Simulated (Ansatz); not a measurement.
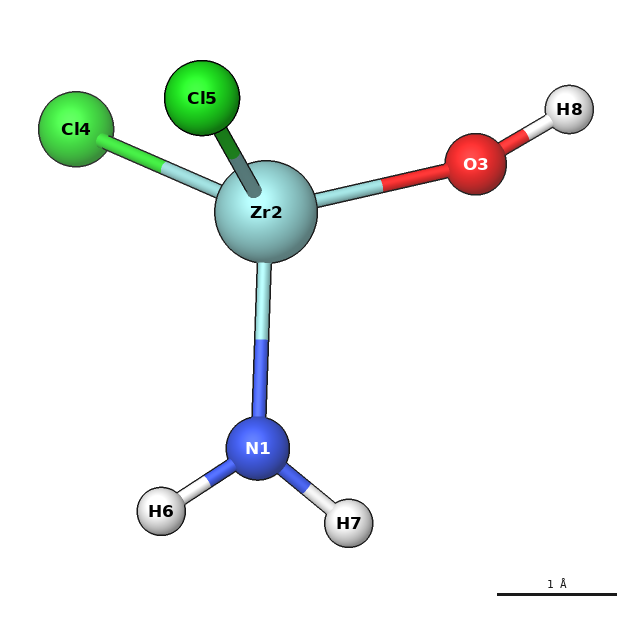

Numbered structure. Charge 0, singlet. The computed structure is the end point of a PBE0-D4/def2-TZVP optimisation.

Give the bond lengths.

```json
{"bond": "N1–Zr2", "length (Å)": "2.005"}
{"bond": "N1–H6", "length (Å)": "1.012"}
{"bond": "N1–H7", "length (Å)": "1.011"}
{"bond": "Zr2–O3", "length (Å)": "1.895"}
{"bond": "Zr2–Cl4", "length (Å)": "2.363"}
{"bond": "Zr2–Cl5", "length (Å)": "2.363"}
{"bond": "O3–H8", "length (Å)": "0.954"}
```
